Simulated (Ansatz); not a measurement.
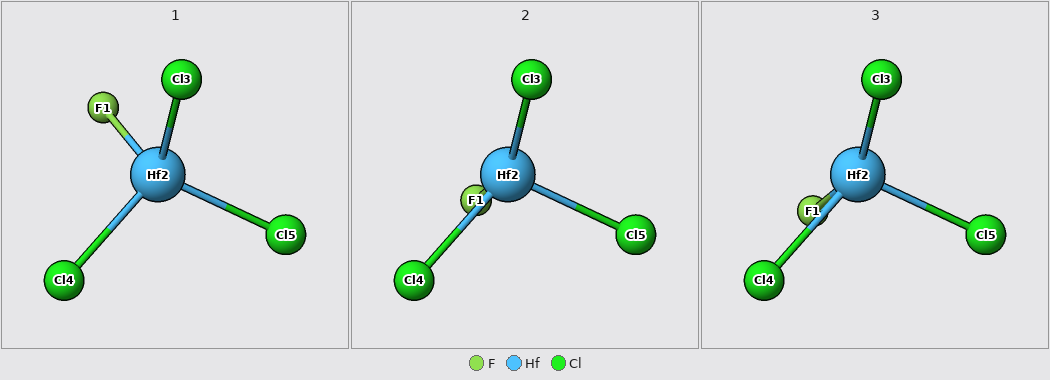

Cl₃FHf, SMILES [F][Hf]([Cl])([Cl])[Cl]. Coordinates scanned: (1) bond length F1–Hf2; (2) angle F1–Hf2–Cl3. Nothing is relaxed (all other coordinates rigid). The grid has 7 × 7 points. Points are written as (first, second). Energies are in eV, from the lowest grid point. The calculation used RKS PBE0-D4/def2-SVP (Ansatz).

The numbered pictures are structures from this grid.

Which is the most stable, and how do the others follow?

Answer. 1, at (2.135 Å, 109°): 0.54 eV; 3, at (2.305 Å, 154°): 2.22 eV; 2, at (1.625 Å, 154°): 2.92 eV.

The map, with the structures marked:

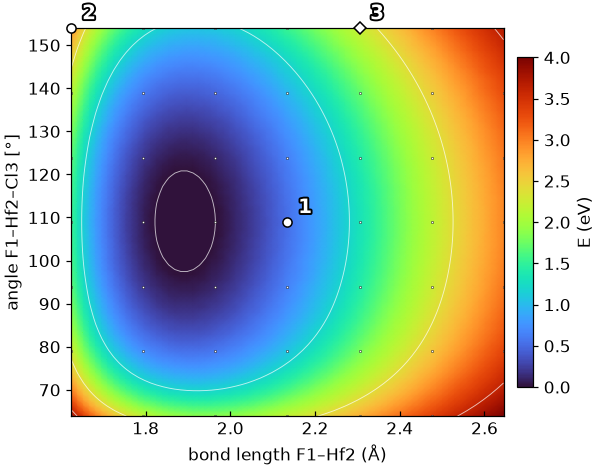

In the figure: a smooth colour map with a few white contour lines, dots at the grid points. Between grid points the surface is interpolated.
